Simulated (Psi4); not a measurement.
## Single-point calculation, with input and output: SiH (part 1 of 2)

- system: SiH, multiplicity 2, SMILES [SiH]
- method: CCSD(T)/6-31G*, UHF (Psi4 1.11)

The geometry comes from this level: GFN2-xTB.

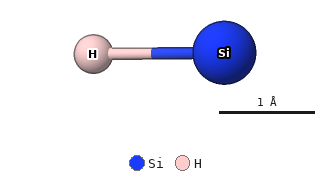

*The input geometry (ball-and-stick view, seen at a tilt).*

Bond lengths as drawn: H–Si 1.52 Å.

## The input (calc.inp)
```
memory 1600 mb

molecule m {
  0 2
  Si     0.00000000     0.00000000     0.00000000
  H      0.00000000     0.00000000     2.86588305
  units au
  symmetry c1
}

set basis 6-31G*
set reference uhf
set puream true
set scf_type pk
set num_frozen_docc 5
set d_convergence 1e-06
set e_convergence 1e-06
set maxiter 150

E, wfn = energy("ccsd(t)", return_wfn=True)
print_variables()
```

Launch command:
```bash
psi4 calc.inp calc.out -n 1
```

## Output
```
Psi4 1.11 release

   => Loading Basis Set <=

    Name: 6-31G*
    Role: ORBITAL
    Keyword: BASIS

         ---------------------------------------------------------
                                   SCF
                              UHF Reference
                        1 Threads,   1525 MiB Core
         ---------------------------------------------------------

  ==> Geometry <==

    Molecular point group: c1
    Full point group: C_inf_v

    Geometry (in Bohr), charge = 0, multiplicity = 2:

       Center              X                  Y                   Z               Mass
    ------------   -----------------  -----------------  -----------------  -----------------
         SI           0.000000000000     0.000000000000    -0.099649247314    27.976926534650
         H            0.000000000000     0.000000000000     2.766233802686     1.007825032230

  Running in c1 symmetry.

  Rotational constants: A = ************  B =      7.53463  C =      7.53463 [cm^-1]
  Rotational constants: A = ************  B = 225882.42671  C = 225882.42671 [MHz]
  Nuclear repulsion =    4.885056283088733

  Charge       = 0
  Multiplicity = 2
  Electrons    = 15
  Nalpha       = 8
  Nbeta        = 7

  ==> Algorithm <==

  SCF Algorithm Type is PK.
  DIIS enabled.
  MOM disabled.
  Fractional occupation disabled.
  Guess Type is SAD.
  Energy threshold   = 1.00e-06
  Density threshold  = 1.00e-06
  Integral threshold = 1.00e-12

  ==> Primary Basis <==

  Basis Set: 6-31G*
    Blend: 6-31G*
    Number of shells: 10
    Number of basis functions: 20
    Number of Cartesian functions: 21
    Spherical Harmonics?: true
    Max angular momentum: 2

  ==> Integral Setup <==

  Using in-core PK algorithm.
   Calculation information:
      Number of atoms:                   2
      Number of AO shells:              10
      Number of primitives:             31
      Number of atomic orbitals:        21
      Number of basis functions:        20

      Integral cutoff                 1.00e-12
      Number of threads:                 1

  Performing in-core PK
  Using 44310 doubles for integral storage.
  We computed 1540 shell quartets total.
  Whereas there are 1540 unique shell quartets.

  ==> DiskJK: Disk-Based J/K Matrices <==

    J tasked:                  Yes
    K tasked:                  Yes
    wK tasked:                  No
    Memory [MiB]:             1144
    Schwarz Cutoff:          1E-12

  Minimum eigenvalue in the overlap matrix is 7.2847424772E-02.
  Reciprocal condition number of the overlap matrix is 2.4375054317E-02.
    Using symmetric orthogonalization.

  ==> Pre-Iterations <==

  SCF Guess: Superposition of Atomic Densities via on-the-fly atomic UHF (no occupation information).

   -------------------------
    Irrep   Nso     Nmo
   -------------------------
     A         20      20
   -------------------------
    Total      20      20
   -------------------------

  ==> Iterations <==

                        Total Energy        Delta E     RMS |[F,P]|

   @UHF iter SAD:  -288.80432454916991   -2.88804e+02   0.00000e+00
   @UHF iter   1:  -289.40248683582769   -5.98162e-01   3.55805e-03 DIIS/ADIIS
   @UHF iter   2:  -289.40817654704358   -5.68971e-03   1.13825e-03 DIIS/ADIIS
   @UHF iter   3:  -289.40894811519081   -7.71568e-04   3.25046e-04 DIIS/ADIIS
   @UHF iter   4:  -289.40903246661873   -8.43514e-05   9.75970e-05 DIIS
   @UHF iter   5:  -289.40904291489818   -1.04483e-05   3.41616e-05 DIIS
   @UHF iter   6:  -289.40904452890527   -1.61401e-06   1.47118e-05 DIIS
   @UHF iter   7:  -289.40904487805261   -3.49147e-07   4.85105e-06 DIIS
   @UHF iter   8:  -289.40904491471809   -3.66655e-08   9.68386e-07 DIIS
  Energy and wave function converged.

  ==> Post-Iterations <==

   @Spin Contamination Metric:   1.089106509E-02
   @S^2 Expected:                7.500000000E-01
   @S^2 Observed:                7.608910651E-01
   @S   Expected:                5.000000000E-01
   @S   Observed:                5.000000000E-01

    Orbital Energies [Eh]
    ---------------------

    Alpha Occupied:

       1A    -68.790687     2A     -6.149632     3A     -4.258439
       4A     -4.249827     5A     -4.247190     6A     -0.658145
       7A     -0.386944     8A     -0.292807

    Alpha Virtual:

       9A      0.000860    10A      0.179953    11A      0.286993
      12A      0.368961    13A      0.395650    14A      0.402210
      15A      0.784933    16A      0.785757    17A      0.787800
      18A      0.806494    19A      0.885118    20A      1.311728

    Beta Occupied:

       1A    -68.785853     2A     -6.143590     3A     -4.247381
       4A     -4.244842     5A     -4.233755     6A     -0.604371
       7A     -0.361897

    Beta Virtual:

       8A      0.017883     9A      0.059213    10A      0.198701
      11A      0.306944    12A      0.400595    13A      0.409558
      14A      0.446049    15A      0.810302    16A      0.842149
      17A      0.846875    18A      0.847602    19A      0.902570
      20A      1.315826

    Final Occupation by Irrep:
              A
    DOCC [     7 ]
    SOCC [     1 ]
    NA   [     8 ]
    NB   [     7 ]

  @UHF Final Energy:  -289.40904491471809

   => Energetics <=

    Nuclear Repulsion Energy =              4.8850562830887325
    One-Electron Energy =                -410.9328589376962100
    Two-Electron Energy =                 116.6387577398893427
    Total Energy =                       -289.4090449147181516

  UHF NO Occupations:
  HONO-2 :    6  A 1.9999292
  HONO-1 :    7  A 1.9946113
  HONO-0 :    8  A 1.0000000
  LUNO+0 :    9  A 0.0053887
  LUNO+1 :   10  A 0.0000708
  LUNO+2 :   11  A 0.0000004
  LUNO+3 :   12  A 0.0000001

Computation Completed

Properties will be evaluated at   0.000000,   0.000000,   0.000000 [a0]

Properties computed using the SCF density matrix

 Multipole Moments:

 ------------------------------------------------------------------------------------
     Multipole            Electronic (a.u.)      Nuclear  (a.u.)        Total (a.u.)
 ------------------------------------------------------------------------------------

 L = 1.  Multiply by 2.5417464519 to convert [e a0] to [Debye]
 Dipole X            :          0.0000000            0.0000000            0.0000000
 Dipole Y            :         -0.0000000            0.0000000           -0.0000000
 Dipole Z            :         -1.1947497            1.3711443            0.1763947
 Magnitude           :                                                    0.1763947

 ------------------------------------------------------------------------------------

	total time  =          0 seconds =       0.00 minutes
 MINTS: Wrapper to libmints.

   Calculation information:
      Number of threads:                 1
      Number of atoms:                   2
      Number of AO shells:              10
      Number of SO shells:              10
      Number of primitives:             31
      Number of atomic orbitals:        21
      Number of basis functions:        20

      Number of irreps:                  1
      Integral cutoff                 1.00e-12
      Number of functions per irrep: [  20 ]

 OEINTS: Overlap, kinetic, potential, dipole, and quadrupole integrals
         stored in file 35.

      Computing two-electron integrals...done
      Computed 4155 non-zero two-electron integrals.
        Stored in file 33.

	Wfn Parameters:
	--------------------
	Wavefunction         = CCSD_T
	Number of irreps     = 1
	Number of MOs        = 20
	Number of active MOs = 15
	AO-Basis             = NONE
	Semicanonical        = false
	Reference            = UHF
	Print Level          = 1

	IRREP	# MOs	# FZDC	# DOCC	# SOCC	# VIRT	# FZVR
	-----	-----	------	------	------	------	------
	 A	   20	    5	    2	    1	    12	    0
	Transforming integrals...
	IWL integrals will be deleted.
	(OO|OO)...
	Presorting SO-basis two-electron integrals.
	Sorting File: SO Ints (nn|nn) nbuckets = 1
	Constructing frozen core operators
	Starting AA/AB first half-transformation.
	Sorting AA/AB half-transformed integrals.
	Starting BB first half-transformation.
	Sorting BB half-transformed integrals.
	First half integral transformation complete.
	Starting AA second half-transformation.
	Starting AB second half-transformation.
	Starting BB second half-transformation.
	Two-electron integral transformation complete.
	(OO|OV)...
	Starting AA second half-transformation.
	Starting AB second half-transformation.
	Starting BB second half-transformation.
	Two-electron integral transformation complete.
	(OO|VV)...
	Starting AA second half-transformation.
	Starting AB second half-transformation.
	Starting BB second half-transformation.
	Two-electron integral transformation complete.
	(OV|OO)...
	Starting AA/AB first half-transformation.
	Sorting AA/AB half-transformed integrals.
	Starting BB first half-transformation.
	Sorting BB half-transformed integrals.
	First half integral transformation complete.
	Starting AA second half-transformation.
	Starting AB second half-transformation.
	Starting BB second half-transformation.
	Two-electron integral transformation complete.
	(OV|OV)...
	Starting AA second half-transformation.
	Starting AB second half-transformation.
	Starting BB second half-transformation.
	Two-electron integral transformation complete.
	(OV|VV)...
	Starting AA second half-transformation.
	Starting AB second half-transformation.
	Starting BB second half-transformation.
	Two-electron integral transformation complete.
	(VV|OO)...
	Starting AA/AB first half-transformation.
	Sorting AA/AB half-transformed integrals.
	Starting BB first half-transformation.
	Sorting BB half-transformed integrals.
	First half integral transformation complete.
	Starting AA second half-transformation.
	Starting AB second half-transformation.
	Starting BB second half-transformation.
	Two-electron integral transformation complete.
	(VV|OV)...
	Starting AA second half-transformation.
	Starting AB second half-transformation.
	Starting BB second half-transformation.
	Two-electron integral transformation complete.
	(VV|VV)...
	Starting AA second half-transformation.
	Starting AB second half-transformation.
	Starting BB second half-transformation.
	Two-electron integral transformation complete.
	Frozen core energy     =   -288.64182224037694

	Size of irrep 0 of <AB|CD> integrals:      0.004 (MW) /      0.035 (MB)
	Total:                                     0.004 (MW) /      0.035 (MB)

	Size of irrep 0 of <ab|cd> integrals:      0.006 (MW) /      0.049 (MB)
	Total:                                     0.006 (MW) /      0.049 (MB)

	Size of irrep 0 of <Ab|Cd> integrals:      0.024 (MW) /      0.195 (MB)
	Total:                                     0.024 (MW) /      0.195 (MB)

	Size of irrep 0 of <IA|BC> integrals:      0.005 (MW) /      0.041 (MB)
	Total:                                     0.005 (MW) /      0.041 (MB)

	Size of irrep 0 of <ia|bc> integrals:      0.004 (MW) /      0.035 (MB)
	Total:                                     0.004 (MW) /      0.035 (MB)

	Size of irrep 0 of <Ia|Bc> integrals:      0.006 (MW) /      0.049 (MB)
	Total:                                     0.006 (MW) /      0.049 (MB)
```
